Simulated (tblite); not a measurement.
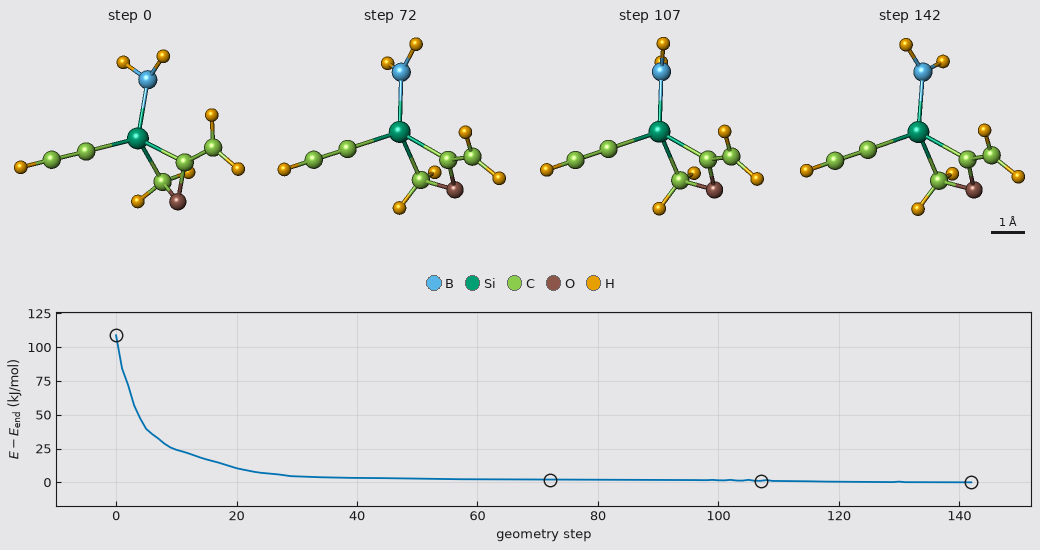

Frames of a relaxation of C₅H₇BOSi, marked on the history of the run. Style: ball-and-stick. Shown face on.

These are results of GFN2-xTB geometry optimisation, gas phase in tblite, not measurements. 

Q: Describe the path.

A: An H atom moves most after the best rigid fit: 1.27 Å. Largest moves by element: H 1.27 Å, O 0.71 Å, B 0.31 Å, C 0.30 Å, Si 0.20 Å. Near-neighbour distances that change, for instance: C–Si 1.827 → 1.923 Å, C–Si 1.865 → 1.948 Å, C–Si 1.803 → 1.860 Å, B–Si 1.895 → 1.942 Å. Bond angles that change, for instance: O–C–C 135.9° → 125.2°, C–Si–C 115.6° → 107.5°, C–O–C 95.0° → 102.2°. Groups turn about C–O by about 35°, C–O by about 35°, C–Si by about 25°. After 142 geometry steps the energy has fallen by 108.8 kJ/mol. Cost: 0.99 s on 1 thread of Arm Neoverse V1, on a shared host. From step 0 to 72: an H atom moves most (0.83 Å), energy −106.8 kJ/mol. From step 72 to 107: an H atom moves most (0.43 Å), energy −0.97 kJ/mol. From step 107 to 142: an H atom moves most (0.70 Å), energy −1.09 kJ/mol.

```json
{"step": "0", "E − E(0), kJ/mol": "0.00"}
{"step": "1", "E − E(0), kJ/mol": "-24.56"}
{"step": "2", "E − E(0), kJ/mol": "-36.78"}
{"step": "3", "E − E(0), kJ/mol": "-51.82"}
{"step": "4", "E − E(0), kJ/mol": "-61.45"}
{"step": "5", "E − E(0), kJ/mol": "-69.30"}
{"step": "6", "E − E(0), kJ/mol": "-73.15"}
{"step": "7", "E − E(0), kJ/mol": "-76.36"}
{"step": "8", "E − E(0), kJ/mol": "-80.10"}
{"step": "9", "E − E(0), kJ/mol": "-82.94"}
{"step": "10", "E − E(0), kJ/mol": "-84.74"}
{"step": "17", "E − E(0), kJ/mol": "-94.23"}
{"step": "24", "E − E(0), kJ/mol": "-101.77"}
{"step": "31", "E − E(0), kJ/mol": "-104.63"}
{"step": "38", "E − E(0), kJ/mol": "-105.48"}
{"step": "45", "E − E(0), kJ/mol": "-105.80"}
{"step": "52", "E − E(0), kJ/mol": "-106.29"}
{"step": "59", "E − E(0), kJ/mol": "-106.58"}
{"step": "66", "E − E(0), kJ/mol": "-106.65"}
{"step": "73", "E − E(0), kJ/mol": "-106.82"}
{"step": "79", "E − E(0), kJ/mol": "-107.01"}
{"step": "86", "E − E(0), kJ/mol": "-107.07"}
{"step": "93", "E − E(0), kJ/mol": "-107.10"}
{"step": "100", "E − E(0), kJ/mol": "-107.34"}
{"step": "107", "E − E(0), kJ/mol": "-107.75"}
{"step": "114", "E − E(0), kJ/mol": "-108.00"}
{"step": "121", "E − E(0), kJ/mol": "-108.39"}
{"step": "128", "E − E(0), kJ/mol": "-108.63"}
{"step": "135", "E − E(0), kJ/mol": "-108.78"}
{"step": "142", "E − E(0), kJ/mol": "-108.83"}
```
